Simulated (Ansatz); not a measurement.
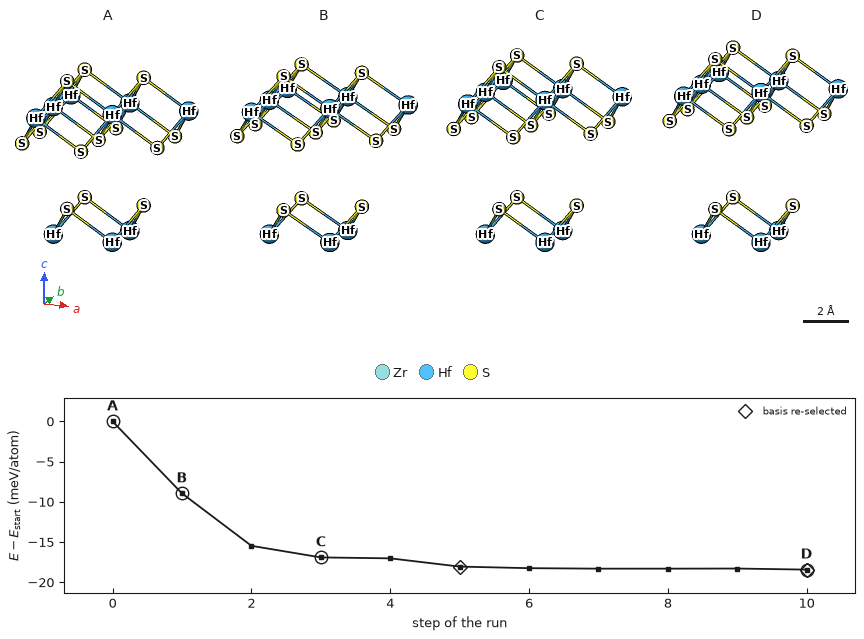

Frames of a relaxation of solid Hf$_{3}$ZrS$_{8}$ (a generated structure, set up in P-3m1), marked on the history of the run. Style: ball-and-stick. Shown: the atoms within 5.0 Å of the atom that moves most (axes of the cell of the calculation), slightly off an axis.

The calculation used DFT PBE, scalar-relativistic, plane waves, PAW (Ansatz).

The input:
```yaml
crystal:
  lattice:
    - [3.61940306, 0.0, 0.0]
    - [-1.80970153, 3.13449499, 0.0]
    - [0.0, 0.0, 23.3316957]
  atoms:
    - { symbol: Zr, position: [0.0, 0.0, 0.5] }
    - { symbol: Hf, position: [0.0, 0.0, 0.75] }
    - { symbol: Hf, position: [0.0, 0.0, 0.0] }
    - { symbol: Hf, position: [0.0, 0.0, 0.25] }
    - { symbol: S, position: [0.33333333, 0.66666667, 0.8123] }
    - { symbol: S, position: [0.33333333, 0.66666667, 0.0623] }
    - { symbol: S, position: [0.33333333, 0.66666667, 0.3123] }
    - { symbol: S, position: [0.33333333, 0.66666667, 0.5623] }
    - { symbol: S, position: [0.66666667, 0.33333333, 0.9377] }
    - { symbol: S, position: [0.66666667, 0.33333333, 0.1877] }
    - { symbol: S, position: [0.66666667, 0.33333333, 0.4377] }
    - { symbol: S, position: [0.66666667, 0.33333333, 0.6877] }
basis:
  ecutwfc: 420
kpoints:
  mp_grid: { grid: [12, 12, 2] }
hamiltonian:
  xc: pbe
scf:
  occupations: { method: gaussian, width: 0.02 }
output:
  forces: true
  stress: true
  eigenvalues: true
  write_density: true
  write_potential: true
  elf: true
  volumetric_format: npy
relax:
  adjacent_minimum: "off"
  f_tol: 0.01
  max_steps: 80
  cell: { stress_tol: 0.05 }
```

Run as
```bash
ansatz run input.yaml --threads 1 --pin off --max-ram 2560MiB --backend cpu --events-out ev --progress --plain --runs-dir out
```

### What happens along the run?

The energy falls by 18.4 meV per atom in 8 accepted moves (10 points after the start). The largest force component goes from 0.19 to 0.004 eV/Å. The pressure goes from 2.43 to 0.00 GPa. At 2 points the geometry stayed and the basis and grid were re-selected for the new cell (energy shift of 1.0 meV per atom at most each time). The largest moves relative to the cell, 0.28 Å, are those of S5 and S10. S10 goes along +c. Largest moves by element: S 0.28 Å, Hf 0.02 Å. Zr stays in place. Cell: a = b 3.619 → 3.660 Å (+1.1 %), c 23.332 → 27.335 Å (+17.2 %). Volume +19.8 %. Among the contacts that change: Hf3–S6 2.545 → 2.559 Å. The space group stays P-3m1 (No. 164). Cost: 30 min on 1 thread of Intel(R) Xeon(R) Processor @ 2.50GHz (Skylake/Cascade Lake), on a shared host, peak memory 1 GiB. From step 0 to 1: S atoms move most (0.13 Å), volume +10.2 %, energy −8.9 meV per atom. From step 1 to 3: S atoms move most (0.06 Å), volume +3.0 %, energy −8.0 meV per atom. From step 3 to 10: S atoms move most (0.08 Å), volume +5.6 %, energy −1.5 meV per atom.

| step | E − E(0), meV/atom | largest force component, eV/Å | pressure, GPa | volume, Å³/atom | note |
| --- | --- | --- | --- | --- | --- |
| 0 | 0.00 | 0.1923 | 2.43 | 22.058 |  |
| 1 | -8.94 | 0.1947 | -0.39 | 24.298 |  |
| 2 | -15.46 | 0.0904 | -0.79 | 24.824 |  |
| 3 | -16.90 | 0.0320 | -0.04 | 25.025 |  |
| 4 | -17.01 | 0.0024 | -0.03 | 25.391 |  |
| 5 | -18.04 | 0.0032 | 0.02 | 25.391 | same geometry, new basis |
| 6 | -18.24 | 0.0091 | 0.07 | 25.775 |  |
| 7 | -18.30 | 0.0101 | 0.05 | 26.196 |  |
| 8 | -18.29 | 0.0008 | 0.00 | 26.289 |  |
| 9 | -18.28 | 0.0041 | 0.00 | 26.428 |  |
| 10 | -18.42 | 0.0040 | 0.00 | 26.428 | same geometry, new basis |

Limits of the set-up: layers or molecules are held without a dispersion correction, so their spacing is unreliable.
